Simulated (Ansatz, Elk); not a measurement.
# Ta3PtC: X-ray structure factors from the self-consistent density

Structure refinements treat a crystal as free atoms side by side. For a made-up structure of Ta3PtC (cell and positions from a r2SCAN relaxation) the runs below show what the calculated density changes in F(hkl).

Method: DFT, PBE, all-electron APW+lo, Dirac cores, scalar-relativistic bands, static density, no spin, in Elk 11.2.3 (patched build).

The structure was built from a prototype and need not be the compound's stable phase.

**1. Starting point**

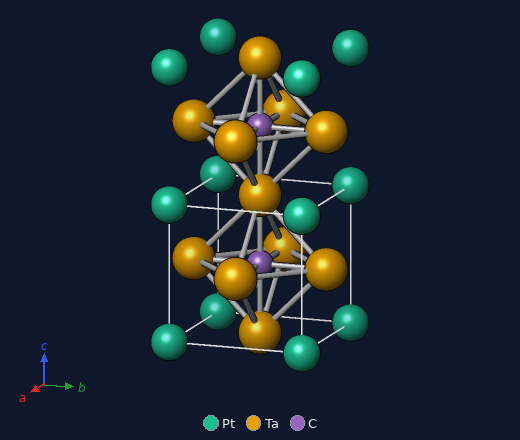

The cell as given, slightly off an axis (platinum teal, tantalum orange, carbon purple). 1×1×2 cells are drawn. Some periodic images of atoms are drawn too.

**2. Ground state and structure factors**

An all-electron density is needed, since X-rays see the cores too. Task 0 finds the density and task 195 Fourier-transforms it; tshift is off so that phases refer to the origin typed.

The input, elk.in:

```
tasks
  0
  195

xctype
  20

spinpol
  .false.

rgkmax
  7.0

gmaxvr
  14.0

lmaxo
  7

lmaxapw
  8

swidth
  0.002

tshift
  .false.

ramdisk
  .false.

hmaxvr
  5.5

maxscl
  120

epspot
  1e-06

sppath
  './'

avec
  8.00178577809 -0.00000000000 -0.00000000000
  -0.00000000000 8.00178577809 0.00000000000
  0.00000000000 0.00000000000 8.00178577809

atoms
  3
  'Pt.in'
  1
  -0.0000000000 -0.0000000000 0.0000000000   0.000000 0.000000 0.000000
  'Ta.in'
  3
  0.5000000000 0.5000000000 -0.0000000000   0.000000 0.000000 0.000000
  -0.0000000000 0.5000000000 0.5000000000   0.000000 0.000000 0.000000
  0.5000000000 -0.0000000000 0.5000000000   0.000000 0.000000 0.000000
  'C.in'
  1
  0.5000000000 0.5000000000 0.5000000000   0.000000 0.000000 0.000000

ngridk
  5 5 5
```

Launch:

```
$ OMP_NUM_THREADS=4 elk
```

Numbers of over 12 decimals in the logs are rounded to 6 here.

The program printed:

```text
┌─────────────────────────┐
│ Elk code version 11.2.3 │
└─────────────────────────┘

All units are atomic (Hartree, Bohr, etc.)

┌─────────────────────────────────────────────────┐
│ Ground-state run starting from atomic densities │
└─────────────────────────────────────────────────┘

Lattice vectors :
   8.001785778      -0.000000000      -0.000000000
  -0.000000000       8.001785778       0.000000000
   0.000000000       0.000000000       8.001785778

Reciprocal lattice vectors :
  0.7852228842       0.000000000      -0.000000000
   0.000000000      0.7852228842      -0.000000000
   0.000000000       0.000000000      0.7852228842

Unit cell volume      :    512.3429459
Brillouin zone volume :   0.4841487824

Muffin-tin inner radius fraction :   0.1000000000E-01

Nuclei treated as point charges

Species : 1 (Pt)
 parameters loaded from : Pt.in
 name : platinum
 nuclear charge    :   -78.00000000
 electronic charge :    78.00000000
 atomic mass :    355605.4401
 muffin-tin radius :    2.800000000
 number of radial points in muffin-tin :   1393
 inner part over the whole radius :   0.9946791988E-02
 number on inner part of muffin-tin    :   1000
 approximate nuclear radius :   0.1029052813E-03
 number of mesh points to nuclear radius :    523
 atomic positions (lattice), magnetic fields (Cartesian) :
  1 :   0.00000000  0.00000000  0.00000000    0.00000000  0.00000000  0.00000000

Species : 2 (Ta)
 parameters loaded from : Ta.in
 name : tantalum
 nuclear charge    :   -73.00000000
 electronic charge :    73.00000000
 atomic mass :    329847.8435
 muffin-tin radius :    2.404891324
 number of radial points in muffin-tin :   1393
 inner part over the whole radius :   0.9890314805E-02
 number on inner part of muffin-tin    :    995
 approximate nuclear radius :   0.1005189763E-03
 number of mesh points to nuclear radius :    524
 atomic positions (lattice), magnetic fields (Cartesian) :
  1 :   0.50000000  0.50000000  0.00000000    0.00000000  0.00000000  0.00000000
  2 :   0.00000000  0.50000000  0.50000000    0.00000000  0.00000000  0.00000000
  3 :   0.50000000  0.00000000  0.50000000    0.00000000  0.00000000  0.00000000

Species : 3 (C)
 parameters loaded from : C.in
 name : carbon
 nuclear charge    :   -6.000000000
 electronic charge :    6.000000000
 atomic mass :    21894.16674
 muffin-tin radius :    1.546001565
 number of radial points in muffin-tin :    593
 inner part over the whole radius :   0.9907037802E-02
 number on inner part of muffin-tin    :    404
 approximate nuclear radius :   0.4747601631E-04
 number of mesh points to nuclear radius :    167
 atomic positions (lattice), magnetic fields (Cartesian) :
  1 :   0.50000000  0.50000000  0.50000000    0.00000000  0.00000000  0.00000000

Total number of atoms per unit cell :    5
Total muffin-tin volume :    282.2122585
 ratio of muffin-tin to unit cell volume :   0.5508268646

Spin treatment :
 spin-unpolarised

Number of Bravais lattice symmetries :   48
Number of crystal symmetries         :   48
Crystal has inversion symmetry
Real symmetric eigensolver will be used

k-point grid :      5     5     5
k-point offset :    0.000000000       0.000000000       0.000000000
k-point set is reduced with full crystal symmetry group
Total number of k-points :       10

Muffin-tin radius times maximum |G+k| :    7.000000000
 using average radius
Maximum |G+k| for APW functions       :    3.027504741
Maximum (1/2)|G+k|²                   :    4.582892479
Maximum |G| for potential and density :    14.00000000
Constant for pseudocharge density :   10
 order of it for each species :   17  17  17
 order of it for pair densities of each species (exact exchange by exxq0 0: 18) :   14  11   4
Radial integration step length :    1

G-vector grid sizes :     36    36    36
Number of G-vectors :    23703

Maximum angular momentum used for
 APW functions            :    8
 outer part of muffin-tin :    7
 inner part of muffin-tin :    2

Total nuclear charge    :   -303.0000000
[...]
correlation                 :     -18.291338438728
 electron entropic           :    -0.19624447342125E-02
 total energy                :     -65365.230134121

Density of states at Fermi energy :    156.1664989
 (states/Hartree/unit cell)

Estimated indirect band gap :   0.6531644371E-03
 from k-point 10 to k-point 5
Estimated direct band gap   :   0.5593427131E-02
 at k-point 6

Charges :
 core                        :    188.0000000
 valence                     :    115.0000000
 interstitial                :    9.763619055
 muffin-tins (core leakage)
  species : 1 (Pt)
   atom 1                    :    75.97069800     (  0.1805660978E-03)
  species : 2 (Ta)
[...]
species : 3 (C)
[...]
total in muffin-tins        :    293.2363809
 total calculated charge     :    302.9974702
 total charge                :    303.0000000
 error                       :   0.2529807635E-02

RMS change in Kohn-Sham potential (target) :    1.247890903     (  0.1000000000E-05)
Absolute change in total energy (target)   :   0.7690566136     (  0.1000000000E-03)

[... loops 3 to 19 left out ...]

┌──────────────────┐
│ Loop number : 20 │
└──────────────────┘

Energies :
 Fermi                       :     0.445894
 sum of occupied eigenvalues :     -40011.346390188
 electron kinetic            :      73774.091262421
 core electron kinetic       :      71177.899501196
 Coulomb                     :     -137821.66842836
 Coulomb potential           :     -112064.18807524
 nuclear-nuclear             :     -6389.4279028251
 electron-nuclear            :     -150940.70003995
 Hartree                     :      19508.459514414
 Madelung                    :     -81789.574390739
 xc potential                :     -1721.2495773736
 exchange                    :     -1297.3215829897
 correlation                 :     -18.311570894430
 electron entropic           :    -0.14718660751424E-02
 total energy                :     -65363.211791686

Density of states at Fermi energy :    117.3127864
 (states/Hartree/unit cell)

Estimated indirect band gap :   0.2107503394E-02
 from k-point 8 to k-point 6
Estimated direct band gap   :   0.4761320984E-02
 at k-point 6

Charges :
 core                        :    188.0000000
 valence                     :    115.0000000
 interstitial                :    9.067789071
 muffin-tins (core leakage)
  species : 1 (Pt)
[...]
species : 2 (Ta)
[...]
species : 3 (C)
[...]
total in muffin-tins        :    293.9322109
 total calculated charge     :    302.9985967
 total charge                :    303.0000000
 error                       :   0.1403333049E-02

RMS change in Kohn-Sham potential (target) :   0.1483215316E-06 (  0.1000000000E-05)
Absolute change in total energy (target)   :   0.6870713696E-04 (  0.1000000000E-03)

Convergence targets achieved

┌──────────────────┐
│ Loop number : 21 │
└──────────────────┘

Energies :
 Fermi                       :     0.445895
 sum of occupied eigenvalues :     -40011.346387049
 electron kinetic            :      73774.091264329
 core electron kinetic       :      71177.899501261
 Coulomb                     :     -137821.66842893
 Coulomb potential           :     -112064.18807280
 nuclear-nuclear             :     -6389.4279028251
 electron-nuclear            :     -150940.70004336
 Hartree                     :      19508.459517257
 Madelung                    :     -81789.574392531
 xc potential                :     -1721.2495785770
 exchange                    :     -1297.3215830495
 correlation                 :     -18.311570894497
 electron entropic           :    -0.14718659691680E-02
 total energy                :     -65363.211790412

Density of states at Fermi energy :    117.3127752
 (states/Hartree/unit cell)

Estimated indirect band gap :   0.2107502693E-02
 from k-point 8 to k-point 6
Estimated direct band gap   :   0.4761320478E-02
 at k-point 6

Charges :
 core                        :    188.0000000
 valence                     :    115.0000000
 interstitial                :    9.067789029
 muffin-tins (core leakage)
  species : 1 (Pt)
[...]
species : 2 (Ta)
[...]
atom 2                    :    70.54742680     (  0.3589364084E-05)
   atom 3                    :    70.54742680     (  0.3589364084E-05)
  species : 3 (C)
   atom 1                    :    4.716054905     (  0.3435565994E-04)
 total in muffin-tins        :    293.9322110
 total calculated charge     :    302.9985967
 total charge                :    303.0000000
 error                       :   0.1403333050E-02

┌──────────────────────────────┐
│ Self-consistent loop stopped │
└──────────────────────────────┘

Warning : core states of species 1 leak from the muffin-tin :   0.1572133726E-03

Wrote STATE.OUT
```

It took 30 s on 4 threads of Arm Neoverse V2, shared host; peak memory 0.26 GiB; 82 s of CPU time.

SFACRHO.OUT:

```text

h k l indices transformed by vhmat matrix:
   1.000000000       0.000000000       0.000000000    
   0.000000000       1.000000000       0.000000000    
   0.000000000       0.000000000       1.000000000    

      h      k      l  multipl.   |H|            Re(F)            Im(F)           |F|

      0      0      0      1   0.0000000       303.00000      0.10676227E-16   303.00000    
      0      1      0      6  0.78522288      0.92083971E-01 -0.43341810E-13  0.92083971E-01
      0     -1      1     12   1.1104729       9.2753578     -0.12278061E-13   9.2753578    
      1     -1     -1      8   1.3600459       245.29883     -0.38357160E-13   245.29883    
     -2      0      0      6   1.5704458       243.22909     -0.77678557E-13   243.22909    
     -1      0     -2     24   1.7558117       1.0273936      0.65480142E-13   1.0273936    
     -2      1      1     24   1.9233954       6.3304726      0.47385626E-13   6.3304726    
     -2      2      0     12   2.2209457       216.05028      0.20737640E-13   216.05028    
     -2     -1      2     24   2.3556687       1.4204024      0.61697312E-13   1.4204024    
      3      0      0      6   2.3556687       1.4280497      0.38136379E-13   1.4280497    
     -3      0     -1     24   2.4830928       5.5687451      0.22989338E-13   5.5687451    
     -3     -1      1     24   2.6042897       197.37271      0.26075188E-13   197.37271    
      2      2      2      8   2.7200919       197.08385      0.19069586E-12   197.08385    
      0     -2     -3     24   2.8311614       1.6348137      0.95305169E-14   1.6348137    
     -2      3      1     48   2.9380350       5.2718994      0.17891032E-13   5.2718994    
      0      0      4      6   3.1408915       182.58441      0.11644972E-12   182.58441    
      0      4     -1     24   3.2375569       1.8035757      0.61015354E-14   1.8035757    
      3      2      2     24   3.2375569       1.7159394      0.27292084E-13   1.7159394
```

Elk indexes on the primitive cell of elk.in and gives |H| = 4π sin θ/λ in inverse bohr. Below, one row stands for each form hkl of the conventional cell (m members, Friedel mates merged), F is for one primitive cell and the density is static (no thermal factor). Free-atom factors are Waasmaier and Kirfel's, and R is Σm||F|−|F'||/Σm|F|. Elk warned that it couldn't find a linearisation energy, which lowers the accuracy of some states in this run and its variants.

```csv
hkl,m,sin θ/λ (Å⁻¹),"abs F, DFT",neutral atoms,diff.
100,6,0.118,0.092,0.485,-0.392
110,12,0.167,9.275,9.025,+0.250
111,8,0.204,245.299,246.430,-1.131
200,6,0.236,243.229,243.973,-0.744
210,24,0.264,1.027,1.196,-0.168
211,24,0.289,6.330,6.413,-0.083
220,12,0.334,216.050,216.269,-0.219
221,24,0.354,1.420,1.403,+0.018
300,6,0.354,1.428,1.403,+0.025
310,24,0.373,5.569,5.559,+0.009
311,24,0.392,197.373,197.350,+0.023
222,8,0.409,197.084,197.043,+0.041
320,24,0.426,1.635,1.543,+0.092
321,48,0.442,5.272,5.194,+0.078
400,6,0.472,182.584,182.585,-0.001
410,24,0.487,1.804,1.632,+0.172
322,24,0.487,1.716,1.632,+0.084
330,12,0.501,5.106,5.013,+0.093
411,24,0.501,5.121,5.013,+0.109
331,24,0.515,170.378,170.473,-0.095
420,24,0.528,171.031,171.146,-0.115
421,48,0.541,1.817,1.705,+0.112
```

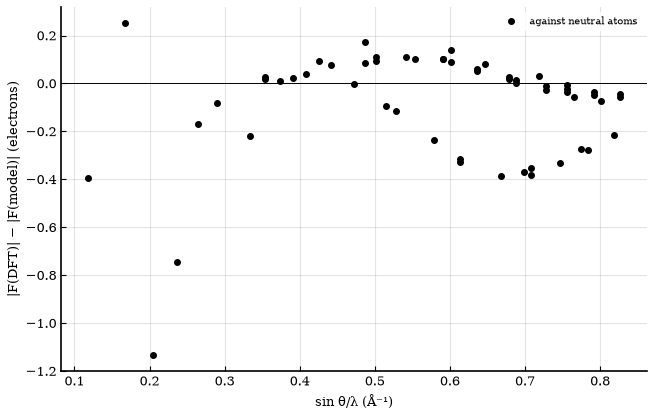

Difference between the calculated structure factors and the independent-atom ones.

**3. The highest occupied states alone**

An energy window below the Fermi level keeps the highest occupied states, to see at which angles they scatter; shallow core shells can lie inside it and anion s states outside. No new self-consistency is needed.

elk.in, as its differences from that of step 2:

```diff
@@ -1,3 +1,2 @@
 tasks
-  0
   195
@@ -40,2 +39,5 @@
 
+wsfac
+  -0.105350 0.745890
+
 sppath
```

Launch:

```
$ OMP_NUM_THREADS=4 elk
```

The program printed:

```text
┌─────────────────────────────────┐
│ Elk code version 11.2.3 started │
└─────────────────────────────────┘

Info(readinput): the functional depends on the density's gradient
 muffin-tin radial points multiplied by    2.00000
 (not where nrmtscf is given)

┌────────────────────┐
│ Current task : 195 │
└────────────────────┘
Info(checkmt): changed muffin-tin radius of species 2 (Ta) from   2.8000 to   2.4049
Info(checkmt): changed muffin-tin radius of species 3 (C) from   1.8000 to   1.5460

Warning(linengy): could not find 1 linearisation energies in s.c. loop 1

Info(sfacrho): density structure factors written to SFACRHO.OUT

 Energy window :  -0.1053500000      0.7458900000

┌──────────────────┐
│ Elk code stopped │
└──────────────────┘
```

The job ended after 10 s (4 threads; peak memory 0.16 GiB; 14 s of CPU time).

States within 15 eV below the Fermi level hold 29.00 electrons; any levels below the window count with the cores. Their amplitudes can exceed the total, where window and core parts have opposite phase:

```csv
hkl,sin θ/λ (Å⁻¹),"abs F, window","abs F, all"
100,0.118,1.372,0.092
110,0.167,5.928,9.275
111,0.204,2.587,245.299
200,0.236,4.064,243.229
210,0.264,0.424,1.027
211,0.289,1.678,6.330
220,0.334,1.146,216.050
221,0.354,0.002,1.420
300,0.354,0.019,1.428
310,0.373,0.421,5.569
```

**4. Another functional**

The difference from free atoms is small, so it is set against the change that LDA (Perdew-Wang) makes.

elk.in, as its differences from that of step 3:

```diff
@@ -1,2 +1,3 @@
 tasks
+  0
   195
@@ -4,3 +5,3 @@
 xctype
-  20
+  3
 
@@ -39,5 +40,2 @@
 
-wsfac
-  -0.105350 0.745890
-
 sppath
```

Launch:

```
$ OMP_NUM_THREADS=4 elk
```

The program printed:

```text
┌─────────────────────────┐
│ Elk code version 11.2.3 │
└─────────────────────────┘

All units are atomic (Hartree, Bohr, etc.)

┌─────────────────────────────────────────────────┐
│ Ground-state run starting from atomic densities │
└─────────────────────────────────────────────────┘

Lattice vectors :
   8.001785778      -0.000000000      -0.000000000
  -0.000000000       8.001785778       0.000000000
   0.000000000       0.000000000       8.001785778

Reciprocal lattice vectors :
  0.7852228842       0.000000000      -0.000000000
[...]
species : 1 (Pt)
[...]
species : 2 (Ta)
[...]
atom 3                    :    70.57412708     ( -0.9027147314E-06)
  species : 3 (C)
   atom 1                    :    4.705108079     (  0.3330638649E-04)
 total in muffin-tins        :    294.0058919
 total calculated charge     :    302.9985832
 total charge                :    303.0000000
 error                       :   0.1416778970E-02

┌──────────────────────────────┐
│ Self-consistent loop stopped │
└──────────────────────────────┘

Warning : core states of species 1 leak from the muffin-tin :   0.1514437000E-03

Wrote STATE.OUT
[key lines of the parts left out:]
total energy                :     -65325.012622436
```

Elapsed: 16 s, on 4 threads; peak memory 0.16 GiB.

Against the first run R = 0.02 %; the largest change is -0.043 at 220.

**5. Basis size**

The basis and the expansions that go with it are enlarged, to see whether the differences are converged.

elk.in, as its differences from that of step 4:

```diff
@@ -5,3 +5,3 @@
 xctype
-  3
+  20
 
@@ -11,12 +11,12 @@
 rgkmax
-  7.0
+  8.5
 
 gmaxvr
-  14.0
+  18.0
 
 lmaxo
-  7
+  9
 
 lmaxapw
-  8
+  10
```

Launch:

```
$ OMP_NUM_THREADS=4 elk
```

The program printed:

```text
┌─────────────────────────┐
│ Elk code version 11.2.3 │
└─────────────────────────┘

All units are atomic (Hartree, Bohr, etc.)

┌─────────────────────────────────────────────────┐
│ Ground-state run starting from atomic densities │
└─────────────────────────────────────────────────┘

Lattice vectors :
   8.001785778      -0.000000000      -0.000000000
  -0.000000000       8.001785778       0.000000000
   0.000000000       0.000000000       8.001785778

Reciprocal lattice vectors :
  0.7852228842       0.000000000      -0.000000000
[...]
species : 1 (Pt)
[...]
species : 2 (Ta)
[...]
atom 3                    :    70.55799331     (  0.3582599135E-05)
  species : 3 (C)
   atom 1                    :    4.740439075     (  0.3446345394E-04)
 total in muffin-tins        :    293.9920003
 total calculated charge     :    302.9998974
 total charge                :    303.0000000
 error                       :   0.1026392653E-03

┌──────────────────────────────┐
│ Self-consistent loop stopped │
└──────────────────────────────┘

Warning : core states of species 1 leak from the muffin-tin :   0.1573160198E-03

Wrote STATE.OUT
[key lines of the parts left out:]
total energy                :     -65363.250527545
```

The job ended after 67 s (4 threads; peak memory 0.41 GiB).

Against the first run R = 0.01 %; the largest change is -0.028 at 311.

**6. Settings against the effect**

```csv
run,R against the first run (%),"R against neutral atoms, low angle (%)",wall time
"PBE, rgkmax 7",0.00,0.67,30 s
LDA (Perdew-Wang),0.02,0.66,16 s
rgkmax 8.5 with larger expansions,0.01,0.67,67 s
```

**7. Outcome**

```yaml
r_against_neutral_atoms_sin_theta_lambda_0p3_a_minus1: 0.67 %
r_against_neutral_atoms_0p3_to_0p83_a_minus1: 0.27 %
```

**Reading.** Independent neutral atoms miss the calculated amplitudes by R = 0.67 % below 0.3 Å⁻¹ and 0.27 % from there to 0.83 Å⁻¹; by shells, 426.17 % below 0.15 Å⁻¹ (1 form), 0.61 % 0.15 to 0.3 (5 forms), 0.11 % 0.3 to 0.45 (8 forms), 0.30 % above 0.45 (43 forms). Bonding, aspherical density and the tables' own atoms all enter these figures, and the runs don't part them. The largest change of an amplitude is -1.13 electrons, at 111. Weak lines can change much in proportion: 100 goes from 0.48 to 0.09. The window's part falls from 29.0 electrons at the origin to at most 0.25 between 0.45 and 0.83 Å⁻¹. Below 0.3 Å⁻¹ the changes that finished (LDA (Perdew-Wang) and rgkmax 8.5 with larger expansions) move F by R = 0.02 % at most, against the 0.67 % that separates it from free atoms. The k-mesh has no finished test. Spin-orbit coupling is left out, which can matter for elements this heavy. Part of the difference isn't bonding: the tables are fits to free atoms and ions calculated by other methods than this functional. Thermal motion, anomalous dispersion and extinction are left out.

[Logs are printed without paths, hosts, clocks, repeated set-up lines and the standing remarks that a program may print on its own settings, such as how far it seeks lower states.]

[Hosts, paths, dates, database ids (printed as entryN), source tags and the programs' standing remarks are cut or masked in the printed files.]
